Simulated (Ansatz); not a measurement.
```
atom    x (Å)    y (Å)    z (Å)
  Al  -0.7644   0.7116  -0.9367
   H   0.7250   0.1841  -1.0437
  Cl  -2.2756  -0.3610  -1.9057
  Cl  -1.0766   2.7341  -0.5048
   B   0.8888  -0.7978   1.0196
  Cl  -0.8172  -0.3152   1.3725
  Cl   2.1513   0.2323   1.5838
  Cl   1.1687  -2.3880   0.4151
```

A transition-state structure; geometry: PBE0-D4/def2-TZVP.

The calculation used RKS PBE0-D4/def2-TZVPP in Ansatz.

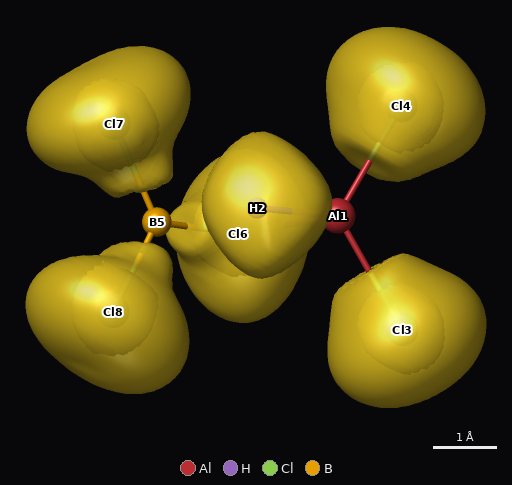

AlBCl5H. Isosurface of the electron localisation function at 0.75 (yellow), seen across its widest extent. Only the valence region is drawn (cores and ρ < 0.01 e/Å³ removed).

Q: Identify the bonds, lone pairs and shells in this picture.

A: At this value the surface marks out one region around a hydrogen nucleus and five regions on Cl in which the atom's valence shell and bonds are merged.

Values along the shortest contacts:
B–Cl (1.72 Å): the ELF peaks at about 0.90 between the atoms, as expected for a polar covalent bond. Al–Cl (2.09 Å): the ELF peaks at about 0.85 in the valence shell of Cl, 0.9 Å from its nucleus, and is about 0.80 at the midpoint.
